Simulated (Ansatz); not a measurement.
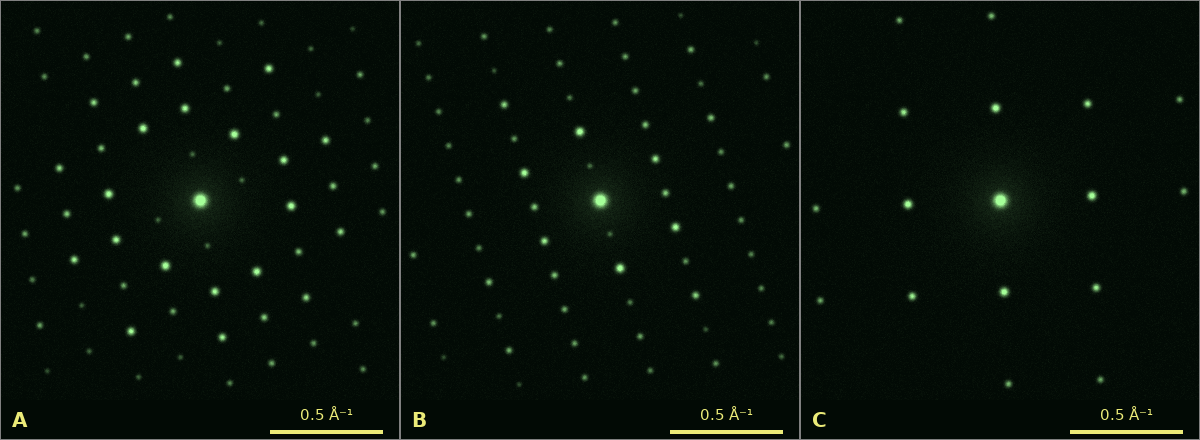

Kinematic electron diffraction patterns (200 kV, B = 0.5 Å², same scale, each along a low-index zone) of three structures of composition RbSi2, each relaxed at zero pressure with Ansatz, DFT PBE, scalar-relativistic, plane waves, PAW.

The structures (standard cells):
1. I4_1/amd (No. 141), a = 4.827 Å, c = 14.108 Å, 12 atoms; generated start, possibly hypothetical
2. I4_1md (No. 109), a = 5.993 Å, c = 7.976 Å, 12 atoms; generated start, possibly hypothetical
3. R3m (No. 160), a = 3.957 Å, c = 18.749 Å (hexagonal axes), 9 atoms; generated start, possibly hypothetical

**Which pattern belongs to which structure, and along which zone?**

A is structure 2 along [100] or an equivalent direction: centred rectangular net of 0 1 -1 (weak) at d = 4.79 Å and 0 1 1 (weak) at d = 4.79 Å, 73.8° apart (some points of this net are extinct or too weak to see). B is structure 3 along [100] or an equivalent direction: oblique net of 0 0 3 (weak) at d = 6.25 Å and 0 -1 1 at d = 3.37 Å, 79.6° apart (some points of this net are extinct or too weak to see). C is structure 1 along [001]: square net of 2 0 0 at d = 2.41 Å and 0 2 0 at d = 2.41 Å, 90.0° apart (some points of this net are extinct or too weak to see).

**Which structure lies lowest at this level of theory, and by how much?**

Structure 3 (R3m, 28.24 Å³ an atom) is the lowest of these; structure 1 (I4_1/amd, 27.39 Å³ an atom) lies about 280 meV an atom higher; structure 2 (I4_1md, 23.87 Å³ an atom) lies about 320 meV an atom higher. These are static energies at 0 K; other structures, not shown, may lie lower still.
